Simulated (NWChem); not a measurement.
# KBr (SMILES [K][Br]) at 6 levels

Wanted: a comparison of 6 runs (HF/def2-SVP, PBE0/def2-SVP, B3LYP/6-31G*, M06-2X/pcseg-2, revPBE/def2-TZVPP, CCSD(T)/def2-TZVPP) of KBr. 

The calculation is run with NWChem 7.3.0.

## Step 1: The molecule

KBr: 2 atoms, total charge 0, spin state singlet. As SMILES, `[K][Br]`. Geometry: relaxed at PBE0-D4/def2-TZVP.

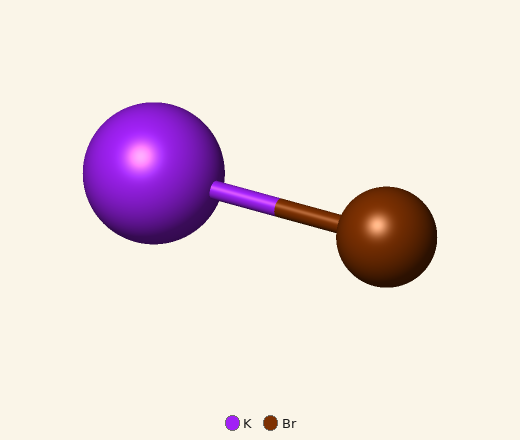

The structure, seen from a chosen angle (potassium purple, bromine brown).

## Step 2: Energy and gradient at HF/def2-SVP (run 1)

Contents of brk.nw:

```
start brk
title "BrK hf"
memory 2200 mb

geometry units angstrom noautosym nocenter noautoz
K     1.227000   -0.459700    0.613400
Br   -1.197500    0.399500   -0.609300
end

basis spherical bse
* library def2-SVP
end

scf
thresh 1e-08
maxiter 80
print medium
end

task scf gradient
```

The run is started by

```
$ nwchem brk.nw > brk.out
```

The log of the run:

```text
[...]
  functions       =    56
[...]
  wavefunction    = RHF
[...]
         Total SCF energy =  -3171.267656272215
      One-electron energy =  -4658.203588192689
      Two-electron energy =   1363.376938943111
 Nuclear repulsion energy =    123.558992977363
        Time for solution =      6.1s
[...]
                         RHF ENERGY GRADIENTS
    atom               coordinates                        gradient
                 x          y          z           x          y          z
   1 K       2.318694  -0.868707   1.159158   -0.004149   0.001470  -0.002092
   2 Br     -2.262947   0.754946  -1.151410    0.004149  -0.001470   0.002092
[...]
```

Run time: 9.3 s. Hardware: 1 thread of Intel Xeon Platinum 8375C at 2.90GHz (Ice Lake), shared host; peak memory 0.1 GiB.

## Step 3: Energy and gradient at PBE0/def2-SVP (run 2)

Contents of run.nw:

```
start run
title "BrK gradient"
memory total 2200 mb

geometry units angstroms noautosym nocenter noautoz
   K      1.227000    -0.459700     0.613400
   Br    -1.197500     0.399500    -0.609300
end

basis spherical bse
   * library def2-SVP
end

dft
   xc pbe0
   grid xfine
   convergence energy 1e-08
   iterations 100
   mulliken
end

task dft gradient
```

The run is started by

```
$ nwchem run.nw > run.out
```

The log of the run:

```text
[...]
          Wavefunction type:  closed shell.
          No. of atoms     :     2
          No. of electrons :    54
[...]
          Charge           :     0
          Spin multiplicity:     1
[...]
          AO basis - number of functions:    56
[...]
              XC Information
              --------------
                         PBE0 Method XC Functional
                     Hartree-Fock (Exact) Exchange  0.250
          PerdewBurkeErnzerhof Exchange Functional  0.750
            Perdew 1991 LDA Correlation Functional  1.000 local
           PerdewBurkeErnz. Correlation Functional  1.000 non-local
[...]
 d= 0,ls=0.0,diis     1  -3173.2714439746 -3.30D+03  2.07D-02  2.45D-01     1.1
[...]
 d= 0,ls=0.0,diis     8  -3173.3006901409 -4.24D-10  3.40D-07  1.28D-11     5.6
         Total DFT energy =    -3173.300690140906
      One electron energy =    -4657.503967556917
           Coulomb energy =     1485.090849923631
    Exchange-Corr. energy =     -124.446565484984
 Nuclear repulsion energy =      123.558992977363
[...]
      Total Density - Mulliken Population Analysis
     ---------------------------------------------
    Atom       Charge   Shell Charges
 -----------   ------   -------------------------------------------------------
    1 K   19    18.34   2.00  2.00  2.00  0.14 -0.03  6.00  5.99  0.12  0.03  0.10
    2 Br  35    35.66   2.00  2.00  1.99  1.38  0.60  6.00  5.98  2.31  3.40  8.20  1.74  0.06
[...]
  wavefunction    = closed shell
                         DFT ENERGY GRADIENTS
    atom               coordinates                        gradient
                 x          y          z           x          y          z
   1 K       2.318694  -0.868707   1.159158    0.001166  -0.000413   0.000588
   2 Br     -2.262947   0.754946  -1.151410   -0.001166   0.000413  -0.000588
[...]
```

Run time: 8.7 s. Hardware: 1 thread of Intel Xeon Platinum 8375C at 2.90GHz (Ice Lake), shared host; peak memory 0.12 GiB.

## Step 4: Energy and gradient at B3LYP/6-31G(d) (Cartesian functions) (run 3)

Contents of job.nw:

```
start job
memory stack 880 mb heap 220 mb global 1100 mb
geometry units angstroms noautosym nocenter noautoz
 K      1.227000    -0.459700     0.613400
 Br    -1.197500     0.399500    -0.609300
end
basis cartesian
 * library 6-31G*
end
dft
 xc b3lyp
 grid xfine
 convergence energy 1e-08
 maxiter 100
 mulliken
end
task dft gradient
```

The run is started by

```
$ nwchem job.nw > job.out
```

The log of the run:

```text
[...]
          Wavefunction type:  closed shell.
          No. of atoms     :     2
          No. of electrons :    54
[...]
          Charge           :     0
          Spin multiplicity:     1
[...]
          AO basis - number of functions:    58
[...]
              XC Information
              --------------
                         B3LYP Method XC Potential
                     Hartree-Fock (Exact) Exchange  0.200
                        Slater Exchange Functional  0.800 local
                    Becke 1988 Exchange Functional  0.720 non-local
              Lee-Yang-Parr Correlation Functional  0.810
                  VWN I RPA Correlation Functional  0.190 local
[...]
 d= 0,ls=0.0,diis     1  -3173.8305043304 -3.30D+03  1.97D-02  1.41D+00     1.9
[...]
 d= 0,ls=0.0,diis     8  -3173.8650077775 -3.42D-09  2.60D-06  2.68D-08     9.2
         Total DFT energy =    -3173.865007777517
      One electron energy =    -4656.597870797581
           Coulomb energy =     1484.043118470820
    Exchange-Corr. energy =     -124.869248428119
 Nuclear repulsion energy =      123.558992977363
[...]
      Total Density - Mulliken Population Analysis
     ---------------------------------------------
    Atom       Charge   Shell Charges
 -----------   ------   -------------------------------------------------------
    1 K   19    18.27   2.00  2.00  6.00  2.00  5.99  0.08  0.08 -0.01  0.01  0.11
    2 Br  35    35.73   2.00  1.99  6.00  1.93  5.99  1.59  3.81  0.45  1.94  7.02  2.95  0.08
[...]
  wavefunction    = closed shell
                         DFT ENERGY GRADIENTS
    atom               coordinates                        gradient
                 x          y          z           x          y          z
   1 K       2.318694  -0.868707   1.159158   -0.003862   0.001369  -0.001948
   2 Br     -2.262947   0.754946  -1.151410    0.003862  -0.001369   0.001948
[...]
```

It took 17 s on 1 thread of Intel Xeon Platinum 8375C at 2.90GHz (Ice Lake), shared host; peak memory 0.12 GiB.

Runs 4 to 5 aren't shown in full; the table further down has their settings and results.

## Step 5: A single-point energy at CCSD(T)/def2-TZVPP (run 6)

Contents of brk.nw:

```
start brk
title "BrK"
memory total 2200 mb

geometry units angstrom noautosym nocenter noautoz
 K     1.227000   -0.459700    0.613400
 Br   -1.197500    0.399500   -0.609300
end

basis spherical bse
 K library def2-TZVPP
 Br library def2-TZVPP
end

scf
 thresh 1e-08
 maxiter 80
end

ccsd
 freeze core 14
 maxiter 60
end

task ccsd(t) energy
```

The run is started by

```
$ nwchem brk.nw > brk.out
```

The log of the run:

```text
[...]
  functions       =    81
[...]
  wavefunction    = RHF
[...]
         Total SCF energy =  -3171.661374263003
      One-electron energy =  -4658.378911382632
      Two-electron energy =   1363.158544142266
 Nuclear repulsion energy =    123.558992977363
        Time for solution =     21.4s
[...]
 Total MP2 energy:          -3172.100467038646002
[...]
             energy      energy      error      ampl     ampl      Block
                                                time     time      time
[...]
 Total CCSD energy:          -3172.116784532207930
[...]
 Total CCSD+T(CCSD) energy:          -3172.128106205324457
[...]
 Total CCSD(T) energy:               -3172.127846444641364
[...]
```

Run time: 1.9 min. Hardware: 1 thread of Intel Xeon Platinum 8375C at 2.90GHz (Ice Lake), shared host; peak memory 0.22 GiB.

## Step 6: Overview of the runs

```csv
run,level,iteration cap,module,energy (Eh),dipole moment (D),HOMO energy (eV),LUMO energy (eV),wall time
1,HF/def2-SVP,80,scf,-3171.267656,10.97,-8.19,-0.22,9.3 s
2,PBE0/def2-SVP,100,dft,-3173.300690,10.37,-5.45,-1.44,8.7 s
3,B3LYP/6-31G* (Cartesian functions),100,dft,-3173.865008,10.76,-5.36,-1.80,17 s
4,M06-2X/pcseg-2,100,dft,-3174.269666,10.71,-6.99,-1.43,40 s
5,revPBE/def2-TZVPP,100,dft,-3173.836847,10.24,-4.55,-1.99,25 s
6,CCSD(T)/def2-TZVPP,80,ccsd(t),-3172.127846,–,-8.49,-0.25,1.9 min
```

## Step 7: Results

| quantity | value |
| --- | --- |
| run 6: total energy | -3172.12785 Eh |
| run 6: HOMO energy (Hartree–Fock orbitals) | -8.49 eV |
| run 6: LUMO energy (Hartree–Fock orbitals) | -0.25 eV |
| run 6: HOMO–LUMO gap (Hartree–Fock orbitals) | 8.24 eV |
| run 6: correlation energy (14 core orbitals frozen) | -466.5 mEh |
| run 6: (T) correction | -11.06 mEh |

**Reading.** Over runs 1, 2, 3, 4, 5 the dipole moment (its size) runs from 10.24 D (revPBE/def2-TZVPP) to 10.97 D (HF/def2-SVP). The two ends differ in method and basis. Over runs 1, 2, 3, 4, 5 the HOMO–LUMO gap runs from 2.56 eV (revPBE/def2-TZVPP) to 7.97 eV (HF/def2-SVP). Totals of different functionals can't be ranked against each other. All runs together took 3.5 min, the longest 1.9 min.
